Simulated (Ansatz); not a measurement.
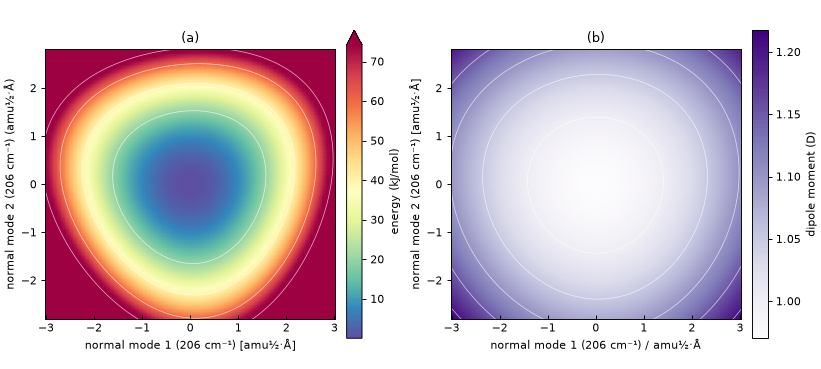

BrF₃Si, SMILES F[Si](F)(F)Br. First axis: normal mode 1 (206 cm⁻¹). Second axis: normal mode 2 (206 cm⁻¹). Nothing is relaxed (straight displacements along the two mass-weighted modes). The grid has 15 × 15 points. All energies are given in kJ/mol relative to the lowest grid point. All numbers below come from RHF/def2-SVP in Ansatz 0.2.0.

Panel (a) is the energy; panel (b) is the computed dipole moment, in D.

Drawn: a smooth colour map with a few white contour lines, one colour for all values above the top of the scale. Between grid points the surface is interpolated.

Question: How does the dipole moment vary over the map, and what is it at the lowest grid point?

Answer: Leaving out the highest fifth of the energies, it runs from 0.97 D at normal mode 1 (206 cm⁻¹) = 0.00 amu½·Å, normal mode 2 (206 cm⁻¹) = 0.00 amu½·Å to 1.12 D at normal mode 1 (206 cm⁻¹) = −2.59 amu½·Å, normal mode 2 (206 cm⁻¹) = 2.01 amu½·Å. At the lowest grid point, normal mode 1 (206 cm⁻¹) = 0.00 amu½·Å, normal mode 2 (206 cm⁻¹) = 0.00 amu½·Å, it is 0.97 D.

| normal mode 2 (206 cm⁻¹) ↓, normal mode 1 (206 cm⁻¹) → | −3.02 | −2.59 | −2.16 | −1.73 | −1.29 | −0.86 | −0.43 | 0.00 | 0.43 | 0.86 | 1.29 | 1.73 | 2.16 | 2.59 | 3.02 |
| --- | --- | --- | --- | --- | --- | --- | --- | --- | --- | --- | --- | --- | --- | --- | --- |
| 2.81 | 1.20 | 1.17 | 1.15 | 1.13 | 1.11 | 1.10 | 1.09 | 1.09 | 1.09 | 1.10 | 1.11 | 1.12 | 1.14 | 1.17 | 1.19 |
| 2.41 | 1.17 | 1.14 | 1.12 | 1.10 | 1.08 | 1.07 | 1.06 | 1.06 | 1.06 | 1.07 | 1.08 | 1.09 | 1.11 | 1.14 | 1.17 |
| 2.01 | 1.15 | 1.12 | 1.09 | 1.07 | 1.05 | 1.04 | 1.03 | 1.03 | 1.03 | 1.04 | 1.05 | 1.07 | 1.09 | 1.11 | 1.15 |
| 1.61 | 1.13 | 1.10 | 1.07 | 1.05 | 1.03 | 1.02 | 1.01 | 1.01 | 1.01 | 1.02 | 1.03 | 1.05 | 1.07 | 1.10 | 1.13 |
| 1.20 | 1.11 | 1.08 | 1.06 | 1.03 | 1.02 | 1.00 | 1.00 | 0.99 | 0.99 | 1.00 | 1.01 | 1.03 | 1.06 | 1.08 | 1.12 |
| 0.80 | 1.10 | 1.07 | 1.04 | 1.02 | 1.00 | 0.99 | 0.98 | 0.98 | 0.98 | 0.99 | 1.00 | 1.02 | 1.05 | 1.07 | 1.11 |
| 0.40 | 1.10 | 1.07 | 1.04 | 1.02 | 1.00 | 0.98 | 0.98 | 0.97 | 0.98 | 0.98 | 1.00 | 1.02 | 1.04 | 1.07 | 1.10 |
| 0.00 | 1.10 | 1.07 | 1.04 | 1.01 | 0.99 | 0.98 | 0.97 | 0.97 | 0.97 | 0.98 | 1.00 | 1.01 | 1.04 | 1.07 | 1.10 |
| −0.40 | 1.10 | 1.07 | 1.04 | 1.02 | 1.00 | 0.98 | 0.98 | 0.97 | 0.98 | 0.98 | 1.00 | 1.02 | 1.04 | 1.07 | 1.11 |
| −0.80 | 1.11 | 1.08 | 1.05 | 1.03 | 1.01 | 0.99 | 0.98 | 0.98 | 0.98 | 0.99 | 1.01 | 1.03 | 1.05 | 1.08 | 1.12 |
| −1.20 | 1.13 | 1.09 | 1.06 | 1.04 | 1.02 | 1.00 | 0.99 | 0.99 | 0.99 | 1.00 | 1.02 | 1.04 | 1.06 | 1.09 | 1.13 |
| −1.61 | 1.14 | 1.11 | 1.08 | 1.06 | 1.03 | 1.02 | 1.01 | 1.01 | 1.01 | 1.02 | 1.03 | 1.05 | 1.08 | 1.11 | 1.15 |
| −2.01 | 1.17 | 1.13 | 1.10 | 1.08 | 1.06 | 1.04 | 1.03 | 1.03 | 1.03 | 1.04 | 1.05 | 1.07 | 1.10 | 1.13 | 1.16 |
| −2.41 | 1.19 | 1.16 | 1.13 | 1.10 | 1.08 | 1.06 | 1.05 | 1.05 | 1.05 | 1.06 | 1.08 | 1.10 | 1.12 | 1.15 | 1.19 |
| −2.81 | 1.22 | 1.18 | 1.15 | 1.13 | 1.11 | 1.09 | 1.08 | 1.08 | 1.08 | 1.09 | 1.10 | 1.12 | 1.15 | 1.18 | 1.21 |
